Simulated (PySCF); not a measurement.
C4H12OSi, SMILES C[Si](C)(C)CO, GFN2-xTB optimised geometry. Atoms within 1.6 Å of the plane z = 1.2 Å (x, y, z in Å): Si2 (-0.29, -0.76, 0.00), C3 (-0.94, -1.59, 1.60), C4 (1.61, -0.76, 0.00), C5 (-0.92, 1.06, 0.00), O6 (-0.55, 1.75, 1.19), H10 (-2.02, -1.48, 1.70), H11 (-0.73, -2.65, 1.59), H12 (-0.47, -1.17, 2.48), H13 (2.01, -1.75, 0.18), H15 (2.00, -0.10, 0.77), H17 (-2.01, 1.13, -0.14), H18 (-0.93, 1.28, 1.94).

Method: B3LYP/def2-SVP (PySCF). Cells within 0.4 Å of a nucleus heavier than hydrogen are left out (blank, or x).

Map of the Laplacian of the electron density (e/bohr⁵), clipped to [-1.50, 1.50] on the plane z = 1.2 Å:

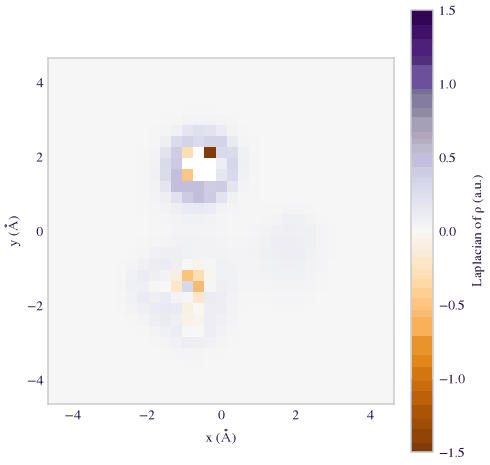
*Laplacian of the electron density (e/bohr⁵), clipped to [-1.50, 1.50] on the plane z = 1.2 Å.*
